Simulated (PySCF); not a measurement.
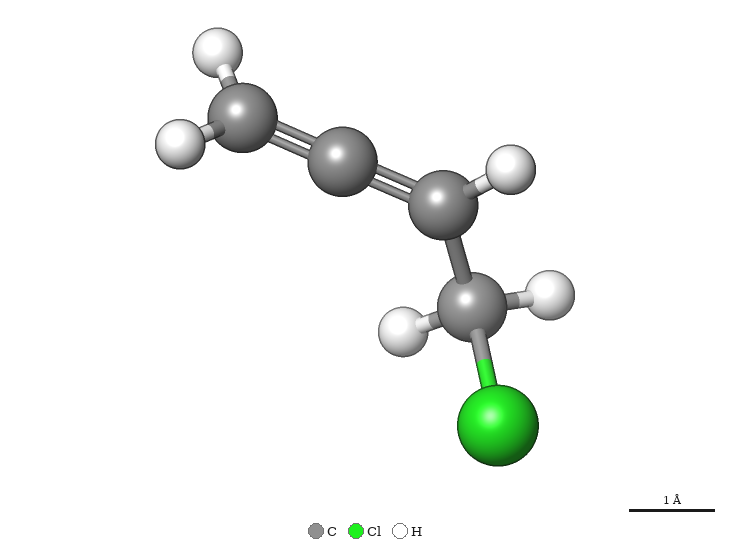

Rendered structure (ball-and-stick style).

The computed structure is the end point of a GFN2-xTB optimisation. No frequency run is at hand to confirm it as a minimum.

What does the picture show?

It has 10 atoms: 4 carbon, 5 hydrogen and 1 chlorine (C₄H₅Cl). As SMILES it reads `C=C=CCCl`. It has no ring. Among its groups: C–Cl bond. This geometry has C1 symmetry. Coordination: 2 C trigonal planar; 1 C linear; 1 C tetrahedral.

The parts below concern this one geometry. Atoms keep their numbers from picture to picture.

**Shape**

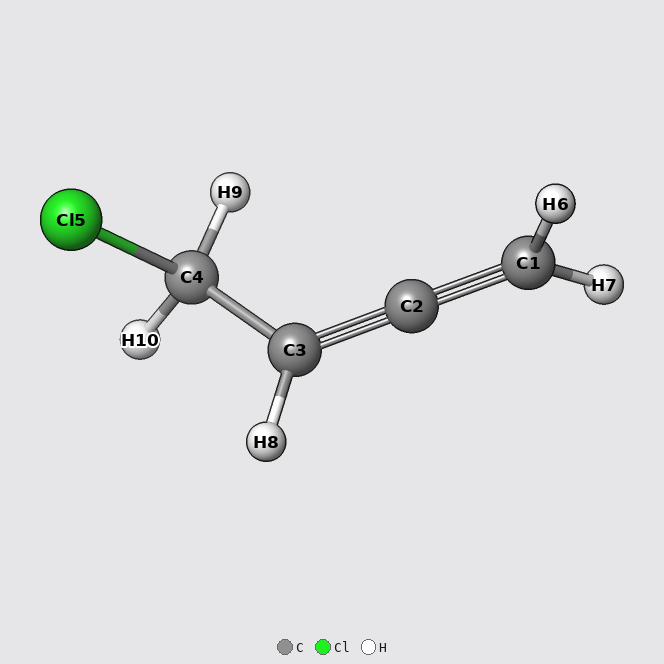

No frequency run is at hand to confirm it as a minimum.

Which atoms are bonded, and how long are the bonds?

```json
{"bond": "C1–C2", "length (Å)": "1.292", "order": "double"}
{"bond": "C1–H6", "length (Å)": "1.078", "order": "single"}
{"bond": "C1–H7", "length (Å)": "1.078", "order": "single"}
{"bond": "C2–C3", "length (Å)": "1.300", "order": "double"}
{"bond": "C3–C4", "length (Å)": "1.490", "order": "single"}
{"bond": "C3–H8", "length (Å)": "1.082", "order": "single"}
{"bond": "C4–Cl5", "length (Å)": "1.804", "order": "single"}
{"bond": "C4–H9", "length (Å)": "1.089", "order": "single"}
{"bond": "C4–H10", "length (Å)": "1.090", "order": "single"}
```

**Electronic properties**

No frequency run is at hand to confirm it as a minimum. Method: PBE0/pcSseg-1, gas phase (PySCF 2.14.0).

Estimate the LUMO energy (Kohn–Sham orbital).

−0.35 eV.

Give the dipole moment at this level.

2.21 D.

What is the HOMO energy (Kohn–Sham orbital)?

−7.76 eV.

**Quadrupole coupling**

No frequency run is at hand to confirm it as a minimum. Electric field gradients from the ground-state density, PBE0/pcSseg-1 (PySCF 2.14.0), non-relativistic apart from any core potentials.

Give the largest field-gradient component, the quadrupole coupling constant and the asymmetry for 35Cl at Cl5 (Q = −81.7 mb), 2H at H6 (Q = 2.86 mb), 2H at H7 (Q = 2.86 mb).

```tsv
atom	V_zz (a.u.)	e²qQ/h (MHz)	η
Cl5	3.993	−76.6	0.03
H6	0.336	0.226	0.05
H7	0.336	0.226	0.06
```

**NMR shielding**

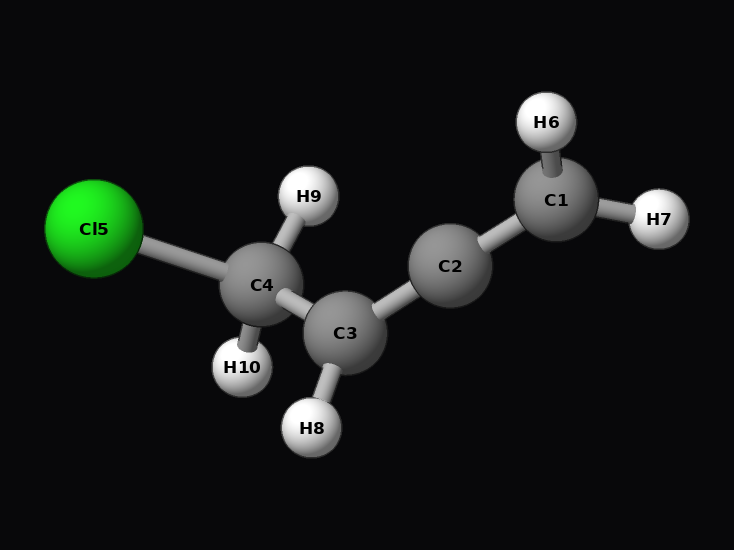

No frequency run is at hand to confirm it as a minimum. Properties computed with GIAO PBE0/pcSseg-1 NMR shielding, non-relativistic, gas phase (PySCF 2.14.0). Principal shieldings σ11 ≤ σ22 ≤ σ33, span Ω = σ33 − σ11, skew κ = 3(σiso − σ22)/Ω.

Give the shielding tensors of the Cl atoms.

```tsv
atom	σ11	σ22	σ33	σiso	Ω	κ
Cl5	597.9	741.5	1086.5	808.6	488.6	0.41
```

Shieldings and span in ppm.

**Charges**

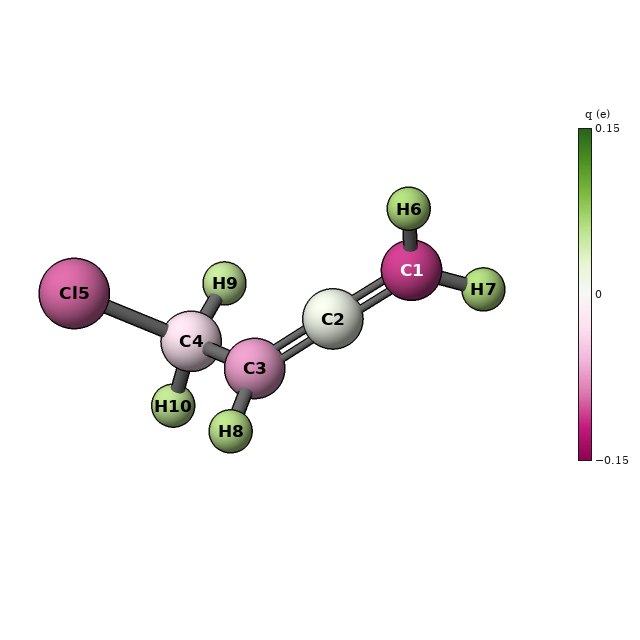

Atoms are coloured by their Hirshfeld charges. No frequency run is at hand to confirm it as a minimum. Method: PBE0/pcSseg-1, gas phase (PySCF 2.14.0).

Which atom carries the highest charge (most positive or least negative)?

H6, H7, H8 (0.06 e).

And the lowest?

C1 (−0.11 e).

List the Hirshfeld charges.

| atom | value (e) |
| --- | --- |
| C1 | −0.11 |
| C2 | 0.01 |
| C3 | −0.07 |
| C4 | −0.03 |
| Cl5 | −0.09 |
| H6 | 0.06 |
| H7 | 0.06 |
| H8 | 0.06 |
| H9 | 0.05 |
| H10 | 0.05 |
